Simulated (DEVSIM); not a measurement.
Device: Au/AlN/SiO2/n-Si capacitor, at 300 K.

```csv
layer (left to right),material,thickness (nm),Nd (cm⁻³)
1,AlN,20.0,-
2,SiO2,1.10,-
3,Si,1200,2.2e17
```

Metal gate on the left, work function 5.1 eV. Fixed charge at the semiconductor interface 0 cm⁻² (in units of +e); interface traps 8.8e10 cm⁻² eV⁻¹, uniform in energy, neutral level at 0.5 of the gap above the valence band.

The device is made up for the run: typed textbook-type constants, with dimensions and the other settings drawn at random. Values at 300 K.

| parameter | AlN | SiO2 | Si |
|---|---|---|---|
| gap (eV) | 6.1 | 9 | 1.124 |
| affinity (eV) | 1.9 | 0.9 | 4.05 |
| permittivity | 8.5 | 3.9 | 11.7 |
| Nc (cm⁻³) | - | - | 2.86e19 |
| Nv (cm⁻³) | - | - | 3.1e19 |

DEVSIM, 1D Poisson equation in equilibrium, Boltzmann statistics, complete ionisation; no quantum confinement or tunnelling. Metal contacts follow the ideal Schottky-Mott rule: no Fermi-level pinning, no interface dipoles.

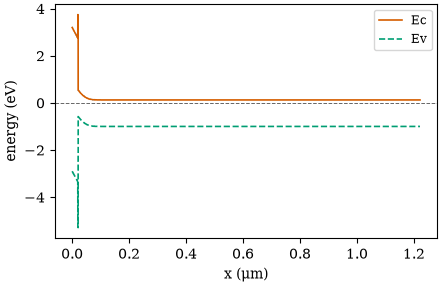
Figure: Band edges at 0.0 V on the gate

Energies count from the Fermi level of the right contact; mesh points crowd at the junctions.

```csv
x (μm),Ec (eV),Ev (eV),n (cm⁻³),p (cm⁻³),field (V/cm)
0.000,3.200,-2.900,< 1e2,< 1e2,-230000
0.001383,3.169,-2.931,< 1e2,< 1e2,-230000
0.004217,3.105,-2.995,< 1e2,< 1e2,-230000
0.01000,2.975,-3.125,< 1e2,< 1e2,-230000
0.01697,2.818,-3.282,< 1e2,< 1e2,-230000
0.01920,2.768,-3.332,< 1e2,< 1e2,-230000
0.02031,3.734,-5.266,< 1e2,< 1e2,-490000
0.02114,0.545,-0.579,2.0e10,5.8e9,-160000
0.02265,0.521,-0.603,5.1e10,2.3e9,-160000
0.02604,0.469,-0.655,3.8e11,3.1e8,-150000
0.03368,0.367,-0.757,2.0e13,5900000,-120000
0.06051,0.163,-0.961,5.3e16,2200,-34000
0.1113,0.126,-0.998,2.2e17,530,-160
0.2258,0.126,-0.998,2.2e17,530,≈ 0
0.6211,0.126,-0.998,2.2e17,530,≈ 0
0.9554,0.126,-0.998,2.2e17,530,≈ 0
1.108,0.126,-0.998,2.2e17,530,≈ 0
1.171,0.126,-0.998,2.2e17,530,≈ 0
1.205,0.126,-0.998,2.2e17,530,≈ 0
1.215,0.126,-0.998,2.2e17,530,≈ 0
1.219,0.126,-0.998,2.2e17,530,≈ 0
1.221,0.126,-0.998,2.2e17,530,≈ 0
```
